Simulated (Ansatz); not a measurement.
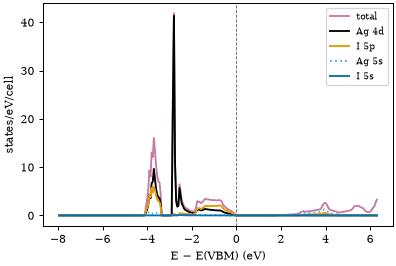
Total and projected density of states of AgI (zinc blende, space group No. 216), the program Ansatz at the PBE level (PAW)

### Question
Which orbitals carry the states next to the gap?

### Answer
Top 1 eV of the valence band: I 5p 65 %, Ag 4d 33 %. Bottom 1 eV of the conduction band: Ag 5s 70 %, I 5p 15 %, I 5s 12 %. Projections are on Löwdin-orthogonalised atomic valence shells; empty p or d shells of many metals are not among them.

### Question
Where is the tallest occupied peak in this window, and what makes it?

### Answer
Near -2.8 eV, about 42 states/eV per cell; the largest projected share is Ag 4d.

Space group F-43m (zinc blende). The PBE relaxation kept the symmetry of its start. The run is not spin-polarised. Spin–orbit coupling is left out wherever it is not named.

Potentials: the later of the program's two PAW sets.
